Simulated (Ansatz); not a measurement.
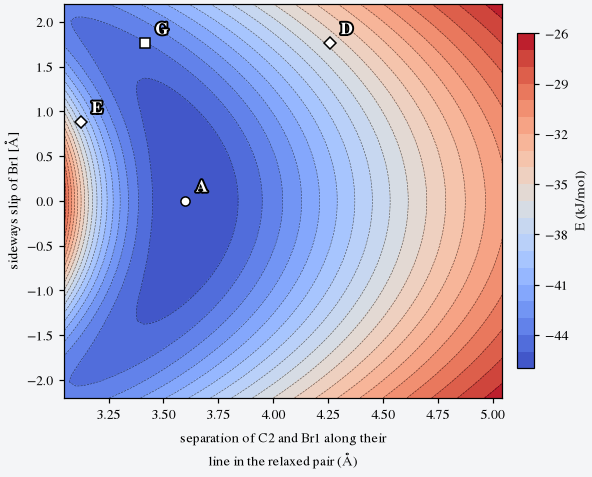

The pair Br···C₂H₃N, charge −1. The first coordinate is: separation of C2 and Br1 along their line in the relaxed pair; the second: sideways slip of Br1. Nothing is relaxed (both partners rigid). The scan uses an 11 × 11 grid. Points are written as (first, second). Energies are in kJ/mol, from the ion and the molecule far apart, frozen as in the relaxed pair, each in its own basis (no counterpoise correction). The calculation used RHF/def2-SVPD in Ansatz.

Drawn: filled contours, lettered points. Between grid points the surface is interpolated.

**Is D the lowest point of the computed grid?**

No. D lies 10.2 kJ/mol above the lowest grid point, which is at (3.599 Å, 0.00 Å).

**What kind of point is each of A, D, E: minimum, saddle, maximum or slope?**

A: minimum; D: on a slope; E: on a slope. (In these two coordinates alone; a stationary point may lie a little off the grid point.)
